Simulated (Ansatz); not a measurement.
## Run report: GeCl$_{2}$, geometry relaxation

- system: GeCl$_{2}$
- method: RKS PBE0-D4/def2-TZVP (Ansatz 0.2.0)

Figures and captions count atoms from 1; the log counts them from 0 in places.

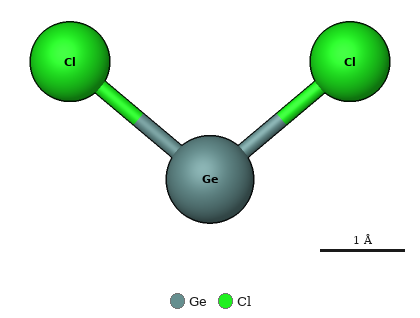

Figure 1. The starting structure (ball-and-stick view, seen on its broad side). Sticks mark near contacts.

## The input
```yaml
crystal:
  periodic: [false, false, false]
  atoms:
    - {symbol: Ge, position_ang: [0.953246, -1.863711, 0.466508]}
    - {symbol: Cl, position_ang: [-1.008187, -2.432756, 1.244495]}
    - {symbol: Cl, position_ang: [0.658690, -2.305436, -1.653458]}
basis:
  gaussian: {orbitals: def2-TZVP}
hamiltonian: {xc: pbe0, dispersion: d4}
relax: {f_tol: 0.005, max_steps: 200}
```

Hardware: 4 threads of Arm Neoverse V1, 23 GiB of memory available, shared host.

Launched with:
```bash
ansatz run in.yaml --threads 4 --pin off --events-out ev --progress --plain --max-ram 9574MiB
```

## What the program printed
```
Functional definition: PBE0
  name "PBE0"
  cite "Adamo & Barone, J. Chem. Phys. 110, 6158 (1999) doi:10.1063/1.478522"
  cite "Perdew, Burke & Ernzerhof, Phys. Rev. Lett. 77, 3865 (1996) doi:10.1103/PhysRevLett.77.3865"
  parent pbe
  parameter a = 0.25
  parameter kappa = 0.804
  parameter beta = 0.06672455060314922
  exchange = (1 - a)*pbe_x(kappa = kappa, mu = beta*pi^2/3) + a*exact_x
  correlation = pbe_c(beta = beta)
937 factors; their error is unknown
mean field evaluation 1: about -81549.7995 eV, gradient 2.3e1 eV
mean field evaluation 2: about -81548.2219 eV, gradient 3.6e1 eV
mean field evaluation 4: about -81550.9700 eV, gradient 8.5e-1 eV
mean field evaluation 8: about -81551.3235 eV, gradient 1.5e-1 eV
mean field evaluation 16: about -81551.3235 eV, gradient 2.8e-5 eV
mean field -81551.32352287 eV, -2996.9558619932 hartree, gradient 2.8e-5 eV, S^2 0.000000; 0 other end points of the search recorded, 0 dependent functions left out
the calculation of the forces begins
reference -81551.32354579 eV, -2996.9558628354 hartree; 33, 33 occupied and 89, 89 virtual orbitals, 937 factors
relax step   1: F+E_penalty+E_count = -81551.40589650 eV  Δ(F+E_penalty+E_count) = +0.000e0 eV  max|allowed force component| = 6.648e-2 eV/Å  Δτ_max = 0.0000 Å  (26 SCF iters, accepted)
these checks for a lower state are left out or cut short: starts, cluster_reference, orbital_swaps, neighbouring_geometries, increment
937 factors; their error is unknown
mean field -81551.32373899 eV, -2996.9558699354 hartree, gradient 5.5e-5 eV, S^2 0.000000; 0 other end points of the search recorded, 0 dependent functions left out
the calculation of the forces begins
reference -81551.32376190 eV, -2996.9558707773 hartree; 33, 33 occupied and 89, 89 virtual orbitals, 937 factors
relax step   2: F+E_penalty+E_count = -81551.40612830 eV  Δ(F+E_penalty+E_count) = -2.318e-4 eV  max|allowed force component| = 9.941e-3 eV/Å  Δτ_max = 0.0029 Å  (28 SCF iters, accepted)
these checks for a lower state are left out or cut short: starts, cluster_reference, orbital_swaps, neighbouring_geometries, increment
937 factors; their error is unknown
mean field -81551.32372494 eV, -2996.9558694188 hartree, gradient 2.5e-5 eV, S^2 0.000000; 0 other end points of the search recorded, 0 dependent functions left out
the calculation of the forces begins
reference -81551.32374784 eV, -2996.9558702606 hartree; 33, 33 occupied and 89, 89 virtual orbitals, 937 factors
relax step   3: F+E_penalty+E_count = -81551.40613570 eV  Δ(F+E_penalty+E_count) = -7.398e-6 eV  max|allowed force component| = 7.555e-4 eV/Å  Δτ_max = 0.0011 Å  (20 SCF iters, accepted)
937 factors; their error is unknown
mean field evaluation 32: about -81550.9562 eV, gradient 2.5e0 eV
```

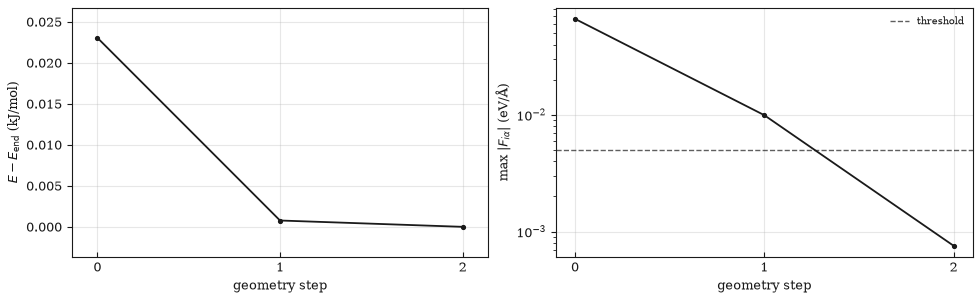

Figure 2. Progress of the relaxation, step by step (the first geometry is step 0 here and step 1 in the log). No atom moves by more than 0.005 Å after the best rigid fit. After 2 geometry steps the energy has fallen by 0.02 kJ/mol. Largest force component: 0.066 eV/Å at the start, 0.00076 eV/Å at the end.

```
mean field -81551.32372494 eV, -2996.9558694188 hartree, gradient 2.5e-5 eV, S^2 0.000000; 1 other end points of the search recorded, 0 dependent functions left out
the calculation of the forces begins
reference -81551.32374784 eV, -2996.9558702606 hartree; 33, 33 occupied and 89, 89 virtual orbitals, 937 factors
Total energy: -81551.40615860 eV, -2996.9588988002 hartree
Atom 0 at     0.951029    -1.864702     0.465203 Å, force    -0.000101    -0.000042    -0.000044 eV/Å
Atom 1 at    -1.006258    -2.432196     1.243731 Å, force    -0.000365    -0.000009     0.000756 eV/Å
Atom 2 at     0.658978    -2.305005    -1.651389 Å, force     0.000466     0.000051    -0.000712 eV/Å
Dipole moment:     0.333117     0.149250     0.198160 e Å
```

## Trajectory as extended XYZ (Å, eV, eV/Å), 3 frames, from step=1 to step=3
```
3
Properties=species:S:1:pos:R:3:forces:R:3 step=1 energy=-81551.40590
Ge    0.9532   -1.8637    0.4665   -0.0665  -0.0297  -0.0392
Cl   -1.0082   -2.4328    1.2445    0.0543   0.0165  -0.0167
Cl    0.6587   -2.3054   -1.6535    0.0122   0.0132   0.0559
3
Properties=species:S:1:pos:R:3:forces:R:3 step=2 energy=-81551.40613
Ge    0.9509   -1.8648    0.4651   -0.0082  -0.0037  -0.0048
Cl   -1.0067   -2.4322    1.2447    0.0085   0.0022  -0.0052
Cl    0.6596   -2.3049   -1.6523   -0.0003   0.0015   0.0099
3
Properties=species:S:1:pos:R:3:forces:R:3 step=3 energy=-81551.40614
Ge    0.9510   -1.8647    0.4652   -0.0001   0.0000   0.0000
Cl   -1.0063   -2.4322    1.2437   -0.0004   0.0000   0.0008
Cl    0.6590   -2.3050   -1.6514    0.0005   0.0001  -0.0007
```

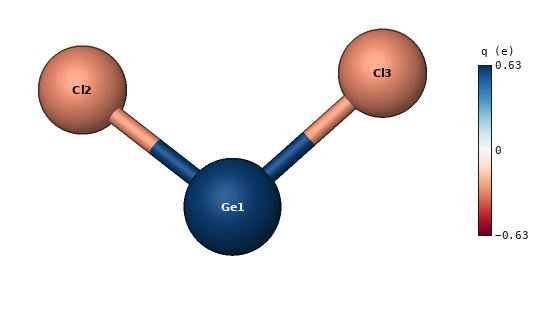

Figure 3. Mulliken charges, as the colour of each atom (ball-and-stick view, seen at a tilt; atoms are numbered from 1 in the order of the input). By element: Ge +0.60 and Cl −0.30 e.

## Key numbers

```tsv
quantity	value
outcome	converged
total energy	−81551.4062 eV
mean-field energy	−81551.3237 eV
dispersion energy	−0.0824 eV
SCF solution under orbital rotations	stable
largest force (length of the vector) at the end	0.001 eV/Å
dipole moment	1.99 D
wall time	4.3 s (CPU time 16 s)
peak memory	0.46 GiB
```
